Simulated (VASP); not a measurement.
# Adsorption sites of OH on Cu(111), part 5 of 8

Where does OH sit on Cu(111), and how strongly does it bind?

VASP 6.6.1, plane waves and PAW; the level of theory is named at each step.

So far. Step 5 (Potential and states of the slab): The vacuum level lies 4.69 eV above the Fermi level at the upper face; both faces agree, as the slab has next to no dipole. Step 6 (Relaxing the adsorbate, site ontop): The run ended after 27 ionic steps, 0.030 eV below its first step, once the forces on the free atoms met EDIFFG = -0.03.

## Step 7: Potential and states with the adsorbate, site ontop

Level of this step: PBE, no spin polarisation; plane waves and PAW (Cu, O, H) (VASP).

A static run like the clean slab's shows how the vacuum level shifts, by charge transfer, by any dipole of the adsorbate and by the slab's own rearrangement.

The input, INCAR:

```
SYSTEM = Cu12HO
PREC = Normal
ENCUT = 440
EDIFF = 1E-06
NELM = 120
ISMEAR = 1
SIGMA = 0.15
LREAL = Auto
ALGO = Fast
GGA = PE
NBANDS = 86
LASPH = .TRUE.
LORBIT = 11
LWAVE = .FALSE.
LCHARG = .FALSE.
KPAR = 4
IDIPOL = 3
LDIPOL = .TRUE.
DIPOL = 0.5 0.5 0.532
LVHAR = .TRUE.
LVACPOTAV = .TRUE.
NEDOS = 1500
```

The input, POSCAR:

```
Cu12HO
1.0
    5.1420389754      0.0000000000      0.0000000000
    2.5710194877      4.4531363799      0.0000000000
    0.0000000000      0.0000000000     19.1984572424
Cu O H
12 1 1
Selective dynamics
Direct
    0.1666666700      0.1666666700      0.3906563900  F F F
    0.6666666700      0.1666666700      0.3906563900  F F F
    0.1666666700      0.6666666700      0.3906563900  F F F
    0.6666666700      0.6666666700      0.3906563900  F F F
    0.8339763741      0.3320472417      0.4990319943  T T T
    0.3333333300      0.3333333300      0.4985356341  T T T
    0.8339763741      0.8339763741      0.4990319943  T T T
    0.3320472417      0.8339763741      0.4990319943  T T T
    0.0000000000      0.0000000000      0.6080909989  T T T
    0.4998637136      0.0002725728      0.6056200915  T T T
    0.0002725728      0.4998637136      0.6056200915  T T T
    0.4998637136      0.4998637136      0.6056200915  T T T
    0.0000000000      0.0000000000      0.7040241380  T T T
    0.0000000000      0.0000000000      0.7543789490  T T T
```

The input, KPOINTS:

```
Automatic mesh
0
Gamma
6 6 1
0 0 0
```

Potentials, in the order of the species: Cu, O and H (PBE family, release 64).

Command:

```
$ mpirun -np 4 vasp_std
```

Log:

```text
[... set-up lines as in an earlier step ...]
 entering main loop
       N       E                     dE             d eps       ncg     rms          rms(c)
DAV:   1     0.127256269283E+04    0.12726E+04   -0.53382E+04  1204   0.174E+03
DAV:   2     0.129328258041E+03   -0.11432E+04   -0.11024E+04  1204   0.408E+02
DAV:   3    -0.421297691921E+02   -0.17146E+03   -0.15731E+03  1558   0.201E+02
DAV:   4    -0.628360247739E+02   -0.20706E+02   -0.19612E+02  1728   0.706E+01
DAV:   5    -0.634915861304E+02   -0.65556E+00   -0.65384E+00  1450   0.166E+01    0.279E+01
RMM:   6    -0.575356936822E+02    0.59559E+01   -0.12946E+02  1364   0.100E+02    0.214E+01
RMM:   7    -0.541492946016E+02    0.33864E+01   -0.28937E+01  1354   0.510E+01    0.782E+00
RMM:   8    -0.517785474348E+02    0.23707E+01   -0.25069E+00  1328   0.113E+01    0.585E+00
RMM:   9    -0.511514366228E+02    0.62711E+00   -0.10409E+00  1342   0.739E+00    0.347E+00
RMM:  10    -0.507231902205E+02    0.42825E+00   -0.97783E-01  1472   0.387E+00    0.165E+00
RMM:  11    -0.506770652799E+02    0.46125E-01   -0.19893E-01  1484   0.200E+00    0.136E+00
RMM:  12    -0.506781688495E+02   -0.11036E-02   -0.18628E-01  1378   0.253E+00    0.126E+00
RMM:  13    -0.506691740483E+02    0.89948E-02   -0.10276E-01  1367   0.241E+00    0.101E+00
RMM:  14    -0.506479873335E+02    0.21187E-01   -0.50254E-02  1490   0.862E-01    0.179E-01
RMM:  15    -0.506485235322E+02   -0.53620E-03   -0.62603E-03  1442   0.452E-01    0.187E-01
RMM:  16    -0.506475376004E+02    0.98593E-03   -0.81351E-03  1437   0.415E-01    0.129E-01
RMM:  17    -0.506471311878E+02    0.40641E-03   -0.16979E-03  1359   0.272E-01    0.898E-02
RMM:  18    -0.506469036301E+02    0.22756E-03   -0.64967E-04  1447   0.130E-01    0.426E-02
RMM:  19    -0.506470369175E+02   -0.13329E-03   -0.24696E-04  1380   0.107E-01    0.390E-02
RMM:  20    -0.506475663341E+02   -0.52942E-03   -0.50779E-04  1501   0.810E-02    0.429E-02
RMM:  21    -0.506476987442E+02   -0.13241E-03   -0.64952E-05  1430   0.419E-02    0.324E-02
RMM:  22    -0.506478761579E+02   -0.17741E-03   -0.99237E-05  1463   0.449E-02    0.144E-02
RMM:  23    -0.506480111285E+02   -0.13497E-03   -0.22627E-05  1394   0.291E-02    0.954E-03
RMM:  24    -0.506482431755E+02   -0.23205E-03   -0.19645E-05  1344   0.162E-02    0.772E-03
RMM:  25    -0.506483319287E+02   -0.88753E-04   -0.14200E-05  1175   0.146E-02    0.411E-03
RMM:  26    -0.506483538319E+02   -0.21903E-04   -0.38379E-06   992   0.120E-02    0.294E-03
RMM:  27    -0.506483597439E+02   -0.59120E-05   -0.10121E-06   858   0.526E-03    0.151E-03
RMM:  28    -0.506483634691E+02   -0.37251E-05   -0.80030E-07   854   0.434E-03    0.196E-03
RMM:  29    -0.506483640962E+02   -0.62716E-06   -0.28357E-07   817   0.400E-03
 [... a notice as in an earlier step ...]

   1 F= -.50648364E+02 E0= -.50640485E+02  d E =-.236369E-01
```

It took 40 s on 4 MPI ranks of Intel Xeon 6975P-C (Granite Rapids), shared host; peak memory 1.4 GiB.

From OUTCAR (step 7):

```text
   NELECT =     139.0000    total number of electrons

 dipolmoment           0.000000      0.000000     -0.055450 electrons x Angstroem

 E-fermi :  -0.5622

 k-point     1 :       0.0000    0.0000    0.0000
  band No.  band energies     occupation
    ...
     63      -1.9021      2.00000
     64      -1.8853      2.00000
     65      -1.8852      2.00000
     66      -1.8409      2.00000
     67      -1.4561      2.00000
     68      -0.5044      0.39788
     69      -0.3305     -0.05123
     70      -0.3305     -0.05123
     71       0.2145     -0.00000
     72       0.5936     -0.00000
    ...

  Total       -4.2402746     -4.2402746     -0.7395334      0.0000000      0.0000000      0.0000000
  in kB      -15.4538563    -15.4538563     -2.6952601      0.0000000      0.0000000      0.0000000
  external PRESSURE =     -11.2009909 kB  Pullay stress =       0.0000000 kB

 POSITION                                       TOTAL-FORCE (eV/Angst)
 -----------------------------------------------------------------------------------
      1.28551      0.74219      7.50000        -0.018516     -0.010690     -0.043364
      3.85653      0.74219      7.50000         0.018516     -0.010690     -0.043364
      2.57102      2.96876      7.50000        -0.000000      0.021381     -0.043364
      5.14204      2.96876      7.50000        -0.000000     -0.000000      0.024524
      5.14204      1.47865      9.58064        -0.000000     -0.015234      0.023607
      2.57102      1.48438      9.57112        -0.000000     -0.000000      0.024877
      6.43251      3.71381      9.58064         0.013193      0.007617      0.023607
      3.85157      3.71381      9.58064        -0.013193      0.007617      0.023607
      0.00000      0.00000     11.67441        -0.000000     -0.000000      0.030491
      2.57102      0.00121     11.62697        -0.000000     -0.002544     -0.005280
      1.28656      2.22596     11.62697        -0.002204      0.001272     -0.005280
      3.85548      2.22596     11.62697         0.002204      0.001272     -0.005280
      0.00000      0.00000     13.51618        -0.000000     -0.000000     -0.000554
      0.00000      0.00000     14.48291        -0.000000     -0.000000     -0.004226
 -----------------------------------------------------------------------------------
    total drift:                               -0.000077     -0.000045     -0.002873

  FREE ENERGIE OF THE ION-ELECTRON SYSTEM (eV)
  ---------------------------------------------------
  free  energy   TOTEN  =       -50.6483640962 eV

  energy  without entropy=      -50.6247271696  energy(sigma->0) =      -50.64048512

 vacuum level on the upper side and lower side of the slab         3.861         4.296

[... 7 parts as in an earlier step ...]

[... 10 further parts left out ...]
```

Numbers from this step:

- electronic cycles: 29
- free energy (TOTEN): -50.6484 eV
- energy at zero smearing: -50.6405 eV
- Fermi energy: -0.5622 eV
- dipole moment: 0, 0, -0.05545 e·Å
- vacuum levels: 3.861, 4.296 eV
- work functions of the upper and lower face: 4.423, 4.858 eV

Zero at the Fermi level. Table of planar average of the electrostatic potential by height:

```
height (Å)  planar average of the electrostatic potential (eV)
         0                                                4.43
         1                                                4.86
         2                                                4.86
         3                                                4.86
         4                                                4.86
         5                                                4.79
         6                                                3.95
         7                                               -7.96
         8                                               -8.00
         9                                               -6.49
        10                                               -9.96
        11                                               -4.87
        12                                               -11.1
        13                                                3.19
        14                                                3.96
        15                                                4.26
        16                                                4.42
        17                                                4.42
        18                                                4.42
        19                                                4.43
```

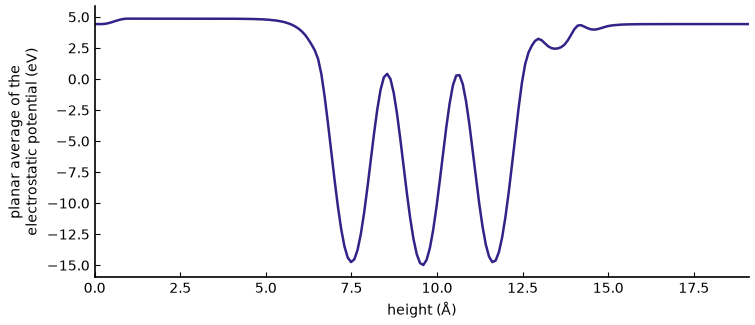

Planar average of the electrostatic potential, plotted against height.

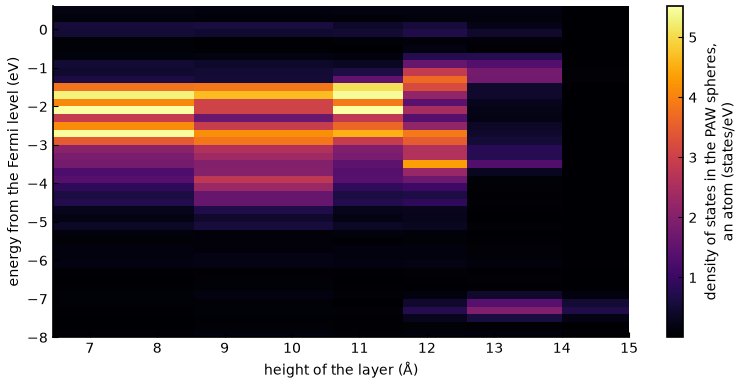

Density of states in the PAW spheres, an atom over height of the layer and energy from the Fermi level.

The map of layer states is cut here 0.5 eV above the Fermi level, so it leaves out the states above that.

At the end the adsorbate's closest contact with the slab is O-Cu at 1.84 Å, nearly straight above the slab's atom, and its lowest atom lies 1.84 Å above the highest atom of the slab.

The vacuum level lies 4.42 eV above the Fermi level at the upper face; the two faces differ by 0.44 eV, the step that the slab's dipole of -0.055 e·Å makes.

VASP counts the dipole in electrons times Å, so a positive number points the physical dipole along −c.

The program found no field-free point at its default tolerance, but its printed level agrees with the flat part of the planar average.

On this mesh the fine structure of the density of states is sampling noise, and high empty states may be cut by the number of bands.

## Step 8: Relaxing the adsorbate, site bridge

The input, INCAR:

```
SYSTEM = Cu12HO
PREC = Normal
ENCUT = 440
EDIFF = 1E-05
NELM = 120
ISMEAR = 1
SIGMA = 0.15
LREAL = Auto
ALGO = Fast
GGA = PE
NBANDS = 86
LASPH = .TRUE.
LORBIT = 11
LWAVE = .FALSE.
LCHARG = .FALSE.
KPAR = 4
IBRION = 2
NSW = 50
ISIF = 2
EDIFFG = -0.03
POTIM = 0.4
MAXMIX = 40
IDIPOL = 3
LDIPOL = .TRUE.
DIPOL = 0.5 0.5 0.527
```

The input, POSCAR:

```
Cu12HO
1.0
    5.1420389754      0.0000000000      0.0000000000
    2.5710194877      4.4531363799      0.0000000000
    0.0000000000      0.0000000000     19.1984572424
Cu O H
12 1 1
Selective dynamics
Direct
    0.1666666700      0.1666666700      0.3906563900  F F F
    0.6666666700      0.1666666700      0.3906563900  F F F
    0.1666666700      0.6666666700      0.3906563900  F F F
    0.6666666700      0.6666666700      0.3906563900  F F F
    0.8333333300      0.3333333300      0.4980034600  T T T
    0.3333333300      0.3333333300      0.4980034600  T T T
    0.8333333300      0.8333333300      0.4980034600  T T T
    0.3333333300      0.8333333300      0.4980034600  T T T
    0.0000000000      0.0000000000      0.6053060300  T T T
    0.5000000000      0.0000000000      0.6053060300  T T T
    0.0000000000      0.5000000000      0.6053060300  T T T
    0.5000000000      0.5000000000      0.6053060300  T T T
    0.2500000000      0.0000000000      0.6782285600  T T T
    0.2500000000      0.0000000000      0.7292743300  T T T
```

KPOINTS is that of step 7.

Command:

```
$ mpirun -np 4 vasp_std
```

Log:

```text
[... set-up lines as in an earlier step ...]
 entering main loop
       N       E                     dE             d eps       ncg     rms          rms(c)
DAV:   1     0.127318632620E+04    0.12732E+04   -0.53541E+04  2236   0.173E+03
DAV:   2     0.129286589662E+03   -0.11439E+04   -0.11032E+04  2236   0.407E+02
DAV:   3    -0.431767352147E+02   -0.17246E+03   -0.16138E+03  2936   0.201E+02
DAV:   4    -0.622661408381E+02   -0.19089E+02   -0.18112E+02  3208   0.694E+01
[...]
RMM:  26    -0.512375577681E+02   -0.29994E-04   -0.31494E-06  1321   0.816E-03    0.238E-03
RMM:  27    -0.512375916117E+02   -0.33844E-04   -0.40676E-06  1328   0.760E-03    0.187E-03
RMM:  28    -0.512375997456E+02   -0.81340E-05   -0.13050E-06  1305   0.699E-03
   1 F= -.51237600E+02 E0= -.51232006E+02  d E =-.512376E+02
[... from here on, the cycles between the ionic steps are left out ...]
   2 F= -.51197673E+02 E0= -.51192377E+02  d E =0.399264E-01
   5 F= -.51337851E+02 E0= -.51332301E+02  d E =-.501404E-01
   9 F= -.51345427E+02 E0= -.51339871E+02  d E =-.225111E-02
  13 F= -.51352897E+02 E0= -.51347291E+02  d E =-.228327E-02
  17 F= -.51356151E+02 E0= -.51350565E+02  d E =-.122389E-02
  21 F= -.51358498E+02 E0= -.51353008E+02  d E =-.187890E-02
  25 F= -.51360617E+02 E0= -.51355256E+02  d E =-.187392E-02
  29 F= -.51367602E+02 E0= -.51362728E+02  d E =-.607278E-02
  33 F= -.51373883E+02 E0= -.51369175E+02  d E =-.651948E-03
  37 F= -.51389785E+02 E0= -.51385353E+02  d E =-.647599E-02
  41 F= -.51406687E+02 E0= -.51402449E+02  d E =-.607854E-02
  45 F= -.51439710E+02 E0= -.51435689E+02  d E =-.505306E-02
  49 F= -.51447683E+02 E0= -.51443730E+02  d E =-.609812E-02
  50 F= -.51451465E+02 E0= -.51447534E+02  d E =-.378148E-02
 trial-energy change:   -0.003781  1 .order   -0.003494   -0.004662   -0.002327
 step:   0.8297(harm=  1.1217)  dis= 0.02013  next Energy=   -51.452051 (dE=-0.437E-02)
```

Elapsed: 15 min, on 4 MPI ranks; peak memory 1.8 GiB.

OUTCAR, selected parts (step 8):

```text
 dipolmoment           0.000000      0.000000     -0.128353 electrons x Angstroem

 k-point     1 :       0.0000    0.0000    0.0000
  band No.  band energies     occupation
    ...
     63      -1.6225      2.00000
     64      -1.6190      2.00000
     65      -1.6173      2.00000
     66      -1.4980      2.00000
     67      -1.3956      2.00000
     68      -0.1967      0.25671
     69      -0.0976     -0.06964
     70      -0.0964     -0.06998
     71       0.1311     -0.00096
     72       0.8719     -0.00000
    ...

  Total       -4.6132894     -4.7876550     -3.8431013      0.0000000      0.4459976      0.0000000
  in kB      -16.8133244    -17.4488070    -14.0063418      0.0000000      1.6254566      0.0000000
  external PRESSURE =     -16.0894911 kB  Pullay stress =       0.0000000 kB

 POSITION                                       TOTAL-FORCE (eV/Angst)
 -----------------------------------------------------------------------------------
      1.28551      0.74219      7.50000        -0.000000     -0.062788      0.043278
      3.85653      0.74219      7.50000        -0.000000     -0.046003      0.072857
      2.57102      2.96876      7.50000         0.002907      0.049231      0.133131
      5.14204      2.96876      7.50000        -0.002907      0.049231      0.133131
      5.15247      1.47041      9.58510         0.016887     -0.033547      0.016065
      2.56059      1.47041      9.58510        -0.016887     -0.033547      0.016065
      6.42755      3.71264      9.69388        -0.000000     -0.009327      0.083805
      3.85653      3.72329      9.59728         0.000000     -0.043346      0.030520
      2.54842      4.35221     11.79998        -0.063392      0.021810     -0.088339
      5.16464      4.35221     11.79998         0.063392      0.021810     -0.088339
      1.28551      2.16386     11.71513        -0.000000      0.046577     -0.052084
      3.85653      2.13943     11.57599        -0.000000      0.000559      0.012707
      1.28551      0.43416     13.25298        -0.000000     -0.047927     -0.152712
      3.85653      4.38953     14.09429        -0.000000      0.087267     -0.160083
 -----------------------------------------------------------------------------------
    total drift:                               -0.000030      0.009287     -0.027602

  FREE ENERGIE OF THE ION-ELECTRON SYSTEM (eV)
  ---------------------------------------------------
  free  energy   TOTEN  =       -51.4514649531 eV

  energy  without entropy=      -51.4396725779  energy(sigma->0) =      -51.44753416

 vacuum level on the upper side and lower side of the slab         3.402         4.399

[... 4 parts as in an earlier step ...]

[... 15 further parts left out ...]
[key lines of the parts left out:]
E-fermi :  -0.2721
```

CONTCAR:

```
Cu12HO
   1.00000000000000
     5.1420389754000002    0.0000000000000000    0.0000000000000000
     2.5710194877000001    4.4531363799000001    0.0000000000000000
     0.0000000000000000    0.0000000000000000   19.1984572424000000
  Cu              O               H
    12     1     1
Selective dynamics
Direct
     0.1666666699999979    0.1666666699999979    0.3906563899999966   F   F   F
     0.6666666699999979    0.1666666699999979    0.3906563899999966   F   F   F
     0.1666666699999979    0.6666666699999979    0.3906563899999966   F   F   F
     0.6666666699999979    0.6666666699999979    0.3906563899999966   F   F   F
     0.8369298192351974    0.3301963570544362    0.4992640098318163   T   T   T
     0.3328738137103727    0.3301963570544362    0.4992640098318163   T   T   T
     0.8331427035573215    0.8337145828853625    0.5049300785801002   T   T   T
     0.3319474530904452    0.8361050838191160    0.4998983633706688   T   T   T
     0.0069372327379688    0.9773348091892096    0.6146314205476779   T   T   T
     0.5157279580728215    0.9773348091892096    0.6146314205476779   T   T   T
     0.0070406599265817    0.4859186801468365    0.6102122483336548   T   T   T
     0.5097842162105862    0.4804315675788280    0.6029646142617282   T   T   T
     0.2012526926077104    0.0974946147845791    0.6903146741054254   T   T   T
     0.2571420638045948    0.9857158723908104    0.7341367199901383   T   T   T
```

Step by step (22 of 50):

```csv
step,energy less that of the first step (eV),largest force (eV/Å)
1,0.0000,1.5783
3,-0.0501,1.3214
6,-0.1002,0.2269
8,-0.1056,0.3971
10,-0.1121,0.1982
13,-0.1153,0.1700
15,-0.1173,0.1493
17,-0.1186,0.0999
20,-0.1204,0.0978
22,-0.1211,0.3813
24,-0.1219,0.2657
27,-0.1250,0.1659
29,-0.1300,0.2458
31,-0.1353,0.4698
34,-0.1382,0.7050
36,-0.1457,0.9863
38,-0.1589,0.4175
41,-0.1691,0.7151
43,-0.1964,0.6634
45,-0.2021,0.2477
48,-0.2100,0.3350
50,-0.2139,0.1823
```

The atoms that moved most (Å):

| atom | dx | dy | dz | length |
| --- | --- | --- | --- | --- |
| O13 | 0.000 | 0.434 | 0.232 | 0.492 |
| Cu10 | 0.023 | -0.101 | 0.179 | 0.207 |
| Cu9 | -0.023 | -0.101 | 0.179 | 0.207 |
| Cu7 | 0.000 | 0.002 | 0.133 | 0.133 |
| Cu11 | 0.000 | -0.063 | 0.094 | 0.113 |
| H14 | 0.000 | -0.064 | 0.093 | 0.113 |
| Cu12 | 0.000 | -0.087 | -0.045 | 0.098 |
| Cu8 | 0.000 | 0.012 | 0.036 | 0.038 |

Final coordinates:

```xyz
14
Lattice="5.1420 0.0000 0.0000 2.5710 4.4531 0.0000 0.0000 0.0000 19.1985" Properties=species:S:1:pos:R:3
Cu    1.2855    0.7422    7.5000
Cu    3.8565    0.7422    7.5000
Cu    2.5710    2.9688    7.5000
Cu    5.1420    2.9688    7.5000
Cu    5.1525    1.4704    9.5851
Cu    2.5606    1.4704    9.5851
Cu    6.4275    3.7126    9.6939
Cu    3.8565    3.7233    9.5973
Cu   -0.0226   -0.1009   11.8000
Cu    2.5936   -0.1009   11.8000
Cu    1.2855    2.1639   11.7151
Cu    3.8565    2.1394   11.5760
O     1.2855    0.4342   13.2530
H     1.2855   -0.0636   14.0943
```

The run used up its steps with a largest force of 0.18 eV/Å at its last finished step, so it is continued.

[end of part 5 of 8]

[Lines on the potential files, build, host, timing and source positions are cut from VASP's logs without a mark.]

[Logs are printed without paths, hosts, clocks, repeated set-up lines and the standing remarks that a program may print on its own settings, such as how far it seeks lower states.]

[Hosts, paths, dates, database ids (printed as entryN), source tags and the programs' standing remarks are cut or masked in the printed files.]

[Runs that stopped without an error message from VASP are left out.]

[In band tables of VASP the shares of atoms and orbitals are scaled to a sum of 1 inside the atoms' spheres.]
